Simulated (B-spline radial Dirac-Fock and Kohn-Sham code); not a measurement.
The ion Tc³⁺ in the configuration [Kr] 4d4. Computed with a B-spline radial code: independent-particle rates on relativistic LDA orbitals of the hole state (multipoles to L = 3), energies from Dirac–Fock ΔSCF. Widths ruled by Coster–Kronig decay come out up to twice the measured ones in this model.

What should this plot look like? X-ray emission lines that fill an M2 (3p1/2) hole, broadened by a Lorentzian of 4.8 eV full width. Multiplet splitting by the open shell is left out.

The strongest line is M2-M4 at 193.0 eV with 63.6 % of the photons, then M2-N1 at 377.3 eV (21 %), M2-N4 at 454.6 eV (16 %). The hole has a width of 3.22 eV and a fluorescence yield of 2.40 × 10⁻⁴.

The result:

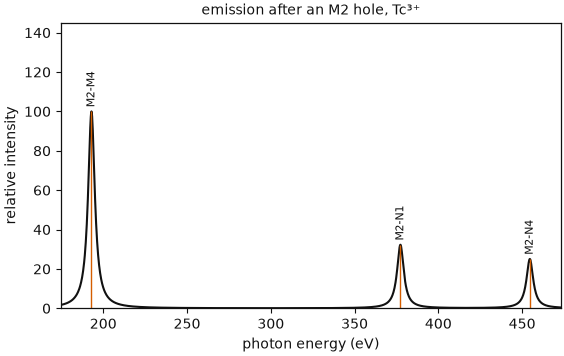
